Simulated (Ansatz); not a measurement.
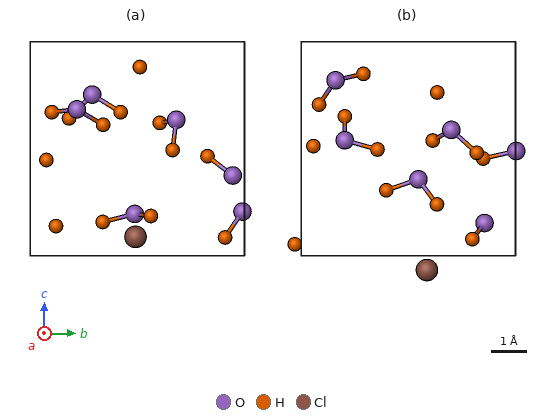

The structure of an amorphous cell of composition H$_{13}$ClO$_{6}$ before (left) and after (right) a relaxation, at one scale.

A ball-and-stick model of the cell of the calculation, seen along the a axis.

The cell holds 6 H2O + 1 HCl. The run prepares the start of a later molecular dynamics calculation, from a guessed geometry.

Computed with DFT PBE-D3(BJ), scalar-relativistic, plane waves, PAW (Ansatz 0.2.0).

The input:
```yaml
accuracy: low
crystal:
  lattice:
    - [6.135792, 0.0, 0.0]
    - [0.0, 6.135792, 0.0]
    - [0.0, 0.0, 6.135792]
  atoms:
    - { symbol: O, position: [0.8213967, 0.6818458, 0.6348953] }
    - { symbol: H, position: [0.6844204, 0.6047385, 0.6203993] }
    - { symbol: H, position: [0.8900939, 0.6645082, 0.493834] }
    - { symbol: O, position: [0.4391474, 0.2893828, 0.752453] }
    - { symbol: H, position: [0.4643725, 0.4220142, 0.6706559] }
    - { symbol: H, position: [0.408652, 0.1813101, 0.6415093] }
    - { symbol: O, position: [0.7821063, -0.0092691, 0.2065286] }
    - { symbol: H, position: [0.7226336, 0.1204302, 0.1390063] }
    - { symbol: H, position: [0.843086, -0.0906431, 0.0857895] }
    - { symbol: O, position: [0.4860155, 0.4880536, 0.1955194] }
    - { symbol: H, position: [0.6246257, 0.5629835, 0.1859842] }
    - { symbol: H, position: [0.5207163, 0.3386579, 0.1581706] }
    - { symbol: O, position: [0.2970999, 0.9453282, 0.3748878] }
    - { symbol: H, position: [0.2429449, 0.8276543, 0.4651001] }
    - { symbol: H, position: [0.2456421, 1.0757881, 0.4473482] }
    - { symbol: O, position: [0.9275069, 0.2180074, 0.683867] }
    - { symbol: H, position: [0.8585348, 0.3402861, 0.6116941] }
    - { symbol: H, position: [0.8220229, 0.1013319, 0.6705203] }
    - { symbol: Cl, position: [0.0457649, 0.4915901, 1.0887345] }
    - { symbol: H, position: [0.0440076, 0.5120379, 0.8811381] }
basis:
  ecutwfc: 420.0
kpoints:
  mp_grid: { grid: [1, 1, 1] }
hamiltonian:
  xc: pbe
  dispersion: d3bj
scf:
  occupations: { method: fermi_dirac, width: 0.02 }
  lower_state_search: "off"
relax:
  f_tol: 0.3
  max_steps: 15
  adjacent_minimum: "off"
```

Command:
```bash
ansatz run input.yaml --threads 1 --pin off --max-ram 3072MiB --backend cpu --events-out ev --progress --plain --runs-dir out
```

### Describe what moved and what it gained.

The relaxation stopped without meeting its thresholds, so the last structure isn't shown to be converged. It used up its limit of 15 steps. The energy falls by 142 meV per atom in 14 geometry steps. Largest force component: 0.87 eV/Å at the start, 0.53 eV/Å at the end. The atom that moves furthest is H5 (1.37 Å roughly along [0 −2 3]). Largest moves by element: H 1.37 Å, O 1.23 Å, Cl 1.18 Å. The lattice vectors keep their values. Among the contacts that change: Cl19–H20 1.280 → 1.368 Å, O4–H6 0.969 → 1.005 Å, O10–H11 0.969 → 0.996 Å, O13–H15 0.969 → 0.989 Å. Bond angles that change, for instance: H11–O10–H12 104.0° → 108.4°, H14–O13–H15 104.0° → 107.4°. The run took 23 s on 1 thread of Arm Neoverse V1 (shared host), peak memory 0.33 GiB.

Limits of the set-up: the program's low-accuracy preset was used; the periodic images lie only 6.1 Å apart, so the values are limited by the cell's size.
